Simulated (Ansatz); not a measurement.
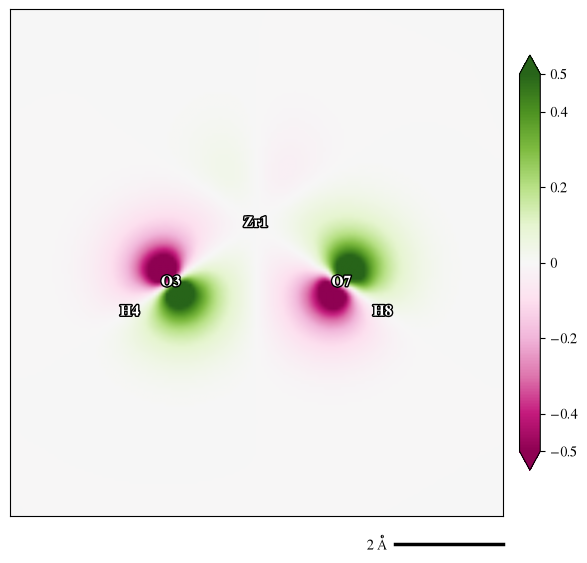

The picture shows: FH3O3Zr. The HOMO on the plane of atoms O3, Zr1 and O7 (values in Å⁻³ᐟ²; the overall sign is arbitrary).

Core potentials replace the inner electrons of Zr.

Theory: RHF/def2-SVP (Ansatz 0.2.0).

Input file:

```
crystal:
  periodic: [false, false, false]
  atoms:
    - { symbol: Zr, position_ang: [0.0, 0.0, 0.0] }
    - { symbol: F, position_ang: [0.0, 0.0, 1.98] }
    - { symbol: O, position_ang: [1.952, 0.0, -0.6893] }
    - { symbol: H, position_ang: [2.2684, -0.9521, -0.806] }
    - { symbol: O, position_ang: [-0.975, 1.6891, -0.6893] }
    - { symbol: H, position_ang: [-1.9328, 1.4584, -0.9117] }
    - { symbol: O, position_ang: [-0.975, -1.6891, -0.6893] }
    - { symbol: H, position_ang: [-1.4296, -2.1548, 0.0831] }
basis:
  gaussian: { orbitals: def2-SVP }
hamiltonian:
  xc: hf
relax:
  f_tol: 0.02
  max_steps: 40
output:
  orbitals: {}
```

Launched as:

```sh
ansatz run input.yaml --threads 2 --pin off --max-ram 3072MiB --backend cpu --events-out ev --progress --plain --runs-dir out
```

The fields are those of the run's last geometry, not of the input's.

Question: What is the character of this orbital?

Answer: By Hirshfeld shares it lies mainly on O3 (about 30 %), O5 (about 30 %) and O7 (about 30 %); largely a combination of lone pairs on O3, O5 and O7. Its energy is −13.19 eV.
